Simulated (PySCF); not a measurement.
# CH₅NSSi: NMR shifts at several levels of theory, part 2 of 2

PySCF 2.14.0. Atoms count from 0. Earlier steps stand in the parts before.

### Step 9. Nuclear shieldings: LC-wPBE/pcSseg-2

Job settings and geometry (Å):

```
{"job": {"kind": "nmr", "xc": "LC-wPBE", "basis": "pcSseg-2", "pop": false}, "charge": 0, "multiplicity": 1}
N      2.068488     0.170683    -0.273788
C      1.049741     0.161271     0.489238
Si    -0.648707    -0.571884     0.063888
S     -2.204123     0.889939     0.293238
H      1.857560    -0.292071    -1.168738
H      1.167290     0.643228     1.479288
H     -0.542869    -1.090351    -1.336304
H     -1.026460    -1.666791     1.002961
H     -1.668985     1.755820    -0.596242
```

Method: GIAO LC-wPBE/pcSseg-2 NMR shielding, non-relativistic, gas phase.

Standard output:

```text
coarse grid: 8496 points
cycle   1  E = -783.2777278153  dE =  1.677e-01  |g| = 4.435e-01  |ddm| = 2.157e+00
cycle   2  E = -783.2946860932  dE = -1.696e-02  |g| = 4.441e-01  |ddm| = 5.969e-01
cycle   3  E = -783.3337429266  dE = -3.906e-02  |g| = 6.616e-02  |ddm| = 2.824e-01
cycle   4  E = -783.3348891103  dE = -1.146e-03  |g| = 2.782e-02  |ddm| = 7.075e-02
cycle   5  E = -783.3350926924  dE = -2.036e-04  |g| = 5.977e-03  |ddm| = 3.461e-02
cycle   6  E = -783.3351102416  dE = -1.755e-05  |g| = 1.638e-03  |ddm| = 1.406e-02
cycle   7  E = -783.3351120170  dE = -1.775e-06  |g| = 5.613e-04  |ddm| = 5.173e-03
final grid: 72736 points
cycle   8  E = -783.3522447600  dE = -8.100e-05  |g| = 8.160e-03  |ddm| = 2.430e-02
cycle   9  E = -783.3522477379  dE = -2.978e-06  |g| = 5.160e-03  |ddm| = 6.052e-03
cycle  10  E = -783.3522511908  dE = -3.453e-06  |g| = 1.157e-03  |ddm| = 3.104e-03
cycle  11  E = -783.3522514242  dE = -2.334e-07  |g| = 2.621e-04  |ddm| = 6.761e-04
cycle  12  E = -783.3522514375  dE = -1.334e-08  |g| = 6.622e-05  |ddm| = 2.271e-04
cycle  13  E = -783.3522514389  dE = -1.400e-09  |g| = 1.335e-05  |ddm| = 8.577e-05
cycle  14  E = -783.3522514390  dE = -1.307e-10  |g| = 3.123e-06  |ddm| = 4.122e-05
converged SCF energy = -783.3522514390

GIAO shielding tensors (ppm)
atom      isotropic    diamagn.    paramagn.     s11        s22        s33       span
  0 N     -184.811     311.217    -496.028   -638.076   -158.431    242.074    880.150
  1 C      -18.722     254.609    -273.331   -155.200    -34.751    133.786    288.986
  2 Si     380.249     878.416    -498.167    325.037    393.469    422.241     97.203
  3 S      750.715    1056.875    -306.160    643.188    714.005    894.951    251.763
  4 H       18.926      33.288     -14.362      5.054     24.453     27.271     22.217
  5 H       22.176      29.646      -7.469     16.781     22.829     26.919     10.137
  6 H       26.896      30.211      -3.314     23.742     25.393     31.554      7.813
  7 H       26.501      28.901      -2.400     23.872     24.639     30.992      7.120
  8 H       30.963      30.957       0.006     23.471     27.501     41.918     18.447
```

It took 31 s on 1 thread of Arm Neoverse V1, shared host; peak memory 0.96 GiB.

Key values: δ C1 207.0, N0 448.9, Si2 -33.6, S3 -250, H4 12.39, H5 9.14 ppm.

### Step 10. Shielding tensors: PBE0/STO-3G

Settings changed since step 9:

```diff
@@ -1,2 +1,2 @@
-{"job": {"kind": "nmr", "xc": "LC-wPBE", "basis": "pcSseg-2", "pop": false}, "charge": 0, "multiplicity": 1}
+{"job": {"kind": "nmr", "xc": "PBE0", "basis": "STO-3G", "pop": true}, "charge": 0, "multiplicity": 1}
 N      2.068488     0.170683    -0.273788
```

Method: GIAO PBE0/STO-3G NMR shielding, non-relativistic, gas phase.

Standard output:

```text
coarse grid: 8496 points
cycle   1  E = -774.1609708946  dE = -3.881e-02  |g| = 4.194e-01  |ddm| = 3.704e+00
cycle   2  E = -774.1058043386  dE =  5.517e-02  |g| = 6.312e-01  |ddm| = 1.462e+00
cycle   3  E = -774.2258441175  dE = -1.200e-01  |g| = 1.053e-01  |ddm| = 8.396e-01
cycle   4  E = -774.2295604496  dE = -3.716e-03  |g| = 1.544e-02  |ddm| = 1.680e-01
cycle   5  E = -774.2296334023  dE = -7.295e-05  |g| = 3.210e-03  |ddm| = 2.543e-02
cycle   6  E = -774.2296374069  dE = -4.005e-06  |g| = 5.473e-04  |ddm| = 6.245e-03
final grid: 72736 points
cycle   7  E = -774.2075111727  dE = -5.284e-06  |g| = 2.427e-03  |ddm| = 1.147e-02
cycle   8  E = -774.2075118269  dE = -6.541e-07  |g| = 2.226e-03  |ddm| = 8.327e-03
cycle   9  E = -774.2075135113  dE = -1.684e-06  |g| = 7.800e-04  |ddm| = 3.910e-03
cycle  10  E = -774.2075136894  dE = -1.781e-07  |g| = 4.763e-05  |ddm| = 9.177e-04
cycle  11  E = -774.2075136901  dE = -6.438e-10  |g| = 1.437e-05  |ddm| = 8.046e-05
converged SCF energy = -774.2075136901

GIAO shielding tensors (ppm)
atom      isotropic    diamagn.    paramagn.     s11        s22        s33       span
  0 N      -34.959     312.214    -347.173   -444.299     57.080    282.343    726.642
  1 C       90.104     255.237    -165.133    -27.408     98.839    198.880    226.288
  2 Si     549.134     870.452    -321.317    490.952    570.135    586.316     95.364
  3 S      897.959    1043.808    -145.849    753.307    902.910   1037.660    284.353
  4 H       18.838      32.188     -13.351      2.711     26.374     27.428     24.717
  5 H       23.661      30.515      -6.854     17.688     24.377     28.918     11.231
  6 H       30.225      32.498      -2.273     26.947     28.314     35.416      8.469
  7 H       29.941      30.909      -0.968     26.022     27.338     36.463     10.441
  8 H       34.505      32.762       1.743     26.338     32.700     44.476     18.138
```

Wall time 2 s (1 thread of Arm Neoverse V1, shared host); peak memory 0.36 GiB.

In short: δ C1 144.6, N0 329.7, Si2 -31.5, S3 -273, H4 13.77, H5 8.94 ppm.

### Step 11. NMR shieldings: PBE0/6-31G

Settings changed since step 10:

```diff
@@ -1,2 +1,2 @@
-{"job": {"kind": "nmr", "xc": "PBE0", "basis": "STO-3G", "pop": true}, "charge": 0, "multiplicity": 1}
+{"job": {"kind": "nmr", "xc": "PBE0", "basis": "6-31G", "pop": true}, "charge": 0, "multiplicity": 1}
 N      2.068488     0.170683    -0.273788
```

Method: GIAO PBE0/6-31G NMR shielding, non-relativistic, gas phase.

Standard output:

```text
coarse grid: 8496 points
cycle   1  E = -783.0360484029  dE =  3.160e-01  |g| = 3.572e-01  |ddm| = 2.819e+00
cycle   2  E = -782.9927906294  dE =  4.326e-02  |g| = 5.701e-01  |ddm| = 1.224e+00
cycle   3  E = -783.0767284464  dE = -8.394e-02  |g| = 9.785e-02  |ddm| = 6.507e-01
cycle   4  E = -783.0792745321  dE = -2.546e-03  |g| = 2.428e-02  |ddm| = 1.358e-01
cycle   5  E = -783.0794378107  dE = -1.633e-04  |g| = 3.558e-03  |ddm| = 3.428e-02
cycle   6  E = -783.0794418802  dE = -4.070e-06  |g| = 1.363e-03  |ddm| = 7.694e-03
final grid: 72736 points
cycle   7  E = -783.0266271808  dE = -7.159e-06  |g| = 4.161e-03  |ddm| = 1.622e-02
cycle   8  E = -783.0266240137  dE =  3.167e-06  |g| = 5.396e-03  |ddm| = 1.270e-02
cycle   9  E = -783.0266321453  dE = -8.132e-06  |g| = 9.822e-04  |ddm| = 7.263e-03
cycle  10  E = -783.0266323847  dE = -2.394e-07  |g| = 9.544e-05  |ddm| = 9.001e-04
cycle  11  E = -783.0266323870  dE = -2.317e-09  |g| = 2.210e-05  |ddm| = 1.589e-04
cycle  12  E = -783.0266323872  dE = -1.685e-10  |g| = 5.539e-06  |ddm| = 4.442e-05
converged SCF energy = -783.0266323872

GIAO shielding tensors (ppm)
atom      isotropic    diamagn.    paramagn.     s11        s22        s33       span
  0 N     -171.301     321.180    -492.481   -639.730   -100.775    226.602    866.331
  1 C       20.469     258.669    -238.200    -98.998     12.903    147.500    246.498
  2 Si     447.724     881.560    -433.836    387.927    466.316    488.929    101.002
  3 S      786.413    1056.232    -269.819    685.540    751.749    921.950    236.410
  4 H       18.991      32.016     -13.025      4.438     26.087     26.448     22.009
  5 H       22.892      28.948      -6.057     17.712     23.062     27.901     10.189
  6 H       28.320      29.716      -1.396     25.212     26.810     32.940      7.728
  7 H       27.793      28.824      -1.032     24.354     25.539     33.485      9.131
  8 H       32.951      30.947       2.004     25.229     30.272     43.351     18.121
```

Run time: 4 s. Hardware: 1 thread of Arm Neoverse V1, shared host; peak memory 0.35 GiB.

In short: δ C1 179.1, N0 432.0, Si2 -3.0, S3 -246, H4 13.62, H5 9.72 ppm.

### Step 12. Run by run: NMR shifts

Shifts (ppm) of some atoms, chosen among heavy atoms and hydrogens apart, means over like atoms, with basis size and wall time:

| run | C1 | H4 | H6 | H8 | N0 | Si2 | S3 | functions | time |
| --- | --- | --- | --- | --- | --- | --- | --- | --- | --- |
| PBE0/pcSseg-2 | 201.1 | 12.32 | 4.76 | 0.32 | 444.5 | -35.0 | -233 | 228 | 15 s |
| mPW1PW91/pcSseg-2 | 200.9 | 12.29 | 4.73 | 0.29 | 443.9 | -34.8 | -233 | 228 | 15 s |
| WP04/pcSseg-2 | 199.7 | 11.70 | 4.17 | -0.12 | 424.3 | -32.2 | -210 | 228 | 16 s |
| B97-2/pcSseg-2 | 196.5 | 12.13 | 4.67 | 0.26 | 430.5 | -34.5 | -225 | 228 | 16 s |
| BHandHLYP/pcSseg-2 | 201.9 | 12.12 | 4.55 | 0.27 | 447.6 | -33.1 | -230 | 228 | 15 s |
| CAM-B3LYP/pcSseg-2 | 205.0 | 12.15 | 4.66 | 0.23 | 448.7 | -34.2 | -227 | 228 | 26 s |
| wB97X-D/pcSseg-2 | 202.0 | 12.32 | 4.70 | 0.28 | 445.9 | -34.5 | -234 | 228 | 23 s |
| LC-wPBE/pcSseg-2 | 207.0 | 12.39 | 4.62 | 0.35 | 448.9 | -33.6 | -250 | 228 | 31 s |
| PBE0/STO-3G | 144.6 | 13.77 | 2.52 | -1.90 | 329.7 | -31.5 | -273 | 33 | 2 s |
| PBE0/6-31G | 179.1 | 13.62 | 4.56 | -0.34 | 432.0 | -3.0 | -246 | 54 | 4 s |

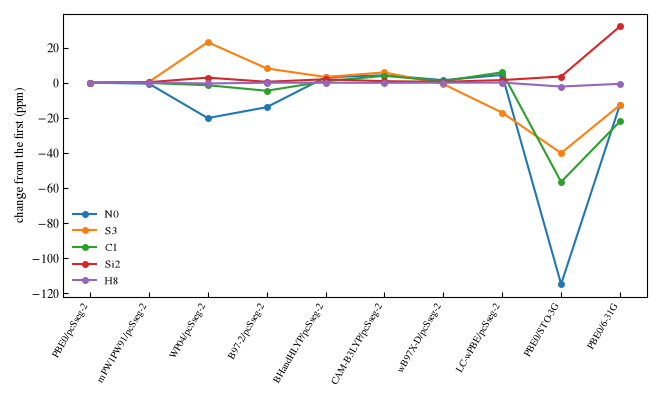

How five of the tabulated atoms move from run to run.

### Step 13. Outcome

The summary covers parts 1 to 2.

```
                                                              quantity                                             value
                                ¹³C shifts against TMS (PBE0/pcSseg-2)                                         201.1 ppm
¹H shifts against TMS (PBE0/pcSseg-2, means over atoms taken as alike)                       12.32, 9.23, 4.76, 0.32 ppm
                                ¹⁵N shifts against NH3 (PBE0/pcSseg-2)                                         444.5 ppm
                               ²⁹Si shifts against TMS (PBE0/pcSseg-2)                                         -35.0 ppm
                                ³³S shifts against CS2 (PBE0/pcSseg-2)                                          -233 ppm
                                              range of the shift of N0                                329.7 to 448.9 ppm
                                         property runs in this session  10, of which 0 failed and 1 gave unsound results
```

What this shows: Single values in the summary come from the first run of each kind that ended normally (PBE0/pcSseg-2), which need not be the best level. At PBE0/pcSseg-2: The largest span, 858 ppm, is at N0, where the paramagnetic term is -495 ppm. Across the 10 runs the shift of N0 moves most, between 329.7 (PBE0/STO-3G) and 448.9 ppm (LC-wPBE/pcSseg-2). A minimal basis is unusable for shieldings, so that end is no result.
